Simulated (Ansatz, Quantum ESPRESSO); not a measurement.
**Ti (hcp): bulk modulus from a few volumes**

How stiff is hcp Ti under hydrostatic load? Each row relaxes cell and atoms at a set pressure. The phase is followed to these pressures whether or not it stays the stable one.

Calculated with Quantum ESPRESSO 7.5, PBEsol, GBRV 1.5 ultrasoft potentials, cutoff 680 eV, Fermi–Dirac smearing 0.05 eV, k-mesh 17×17×10, no spin polarisation, no spin-orbit coupling.

Reference cell, relaxed at zero pressure with PBEsol (P6_3/mmc): a = 2.9008 Å, b = 2.9008 Å, c = 4.5894 Å, α = 90.00°, β = 90.00°, γ = 120.00°.

```csv
atom,x,y,z
Ti,0.3333,0.6667,0.7500
Ti,0.6667,0.3333,0.2500
```

```csv
V (Å³/atom),V/V0,P (GPa),E − E0 (meV/atom)
17.3321,1.0365,−4.002,7.8
15.5368,0.9291,9.991,35.2
15.0601,0.9006,14.993,72.2
14.6374,0.8753,19.990,118.3
13.9131,0.8320,29.986,230.6
```

V0 = 16.7223 Å³ an atom, where the residual pressure P0 is −0.006 GPa. **Question.** Fit the Birch–Murnaghan law and give the pressure and the energy at V = 16.0844 Å³ an atom, a row left out above.

With the Eulerian strain f = ½[(V0/V)^(2/3) − 1] and F = (P − P0)/[3f(1 + 2f)^(5/2)], the third-order law is the line F = B0 + (3/2) B0 (B′ − 4) f.

| f | F (GPa) |
| --- | --- |
| 0.06522 | 112.82 |
| 0.04642 | 115.01 |
| 0.03614 | 116.18 |
| 0.02512 | 117.35 |
| −0.01180 | 119.85 |

A straight line through the 5 rows: the means are 0.03222 for f and 116.24 for F, Σ(Δx)² = 0.003294 and ΣΔxΔy = −0.2974, so the slope is −0.2974/0.003294 = −90.267 and the intercept 116.24 − (−90.267)(0.03222) = 119.15.

Hence B0 = 119.2 GPa and B′ = 4 + (−90.3)/(1.5 × 119.2) = 3.49. For the withheld volume f = 0.01313, F = 117.96 GPa and P = 4.95 GPa. The run itself gives 4.98 GPa, so the estimate misses by 0.03 GPa; the fitted rows themselves lie up to 0.12 GPa off the law.

Integrating the same law gives E − E0 = (9/2) B0 V0 f²[1 + (B′ − 4) f] + P0(V0 − V), with 1 GPa Å³ = 6.2415 meV: 9.6 meV an atom. The run itself gives 9.7 meV, so the estimate misses by 0.1 meV; the fitted rows themselves lie up to 0.6 meV off the law.

The same fit over all rows at other levels or in other programs gives B0 = 119 GPa with PBEsol (Ansatz).

Measured volume: 17.658 Å³ an atom (Acta Geologica Sinica 87 1275 2013), so V0 is −5.3 % off. A stiffness follows the volume as d ln B/d ln V = −B′, which moves B0 by about −17 % when it is taken at the measured volume.

The calculation is for a static lattice, while measurements hold thermal and zero-point motion.

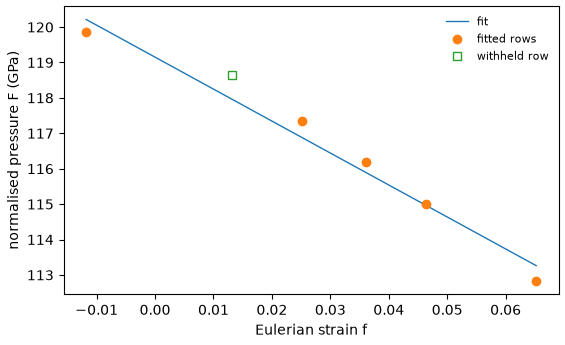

The fitted law, the rows behind it and the withheld row.

[Logs are printed without paths, hosts, clocks, repeated set-up lines and the standing remarks that a program may print on its own settings, such as how far it seeks lower states.]
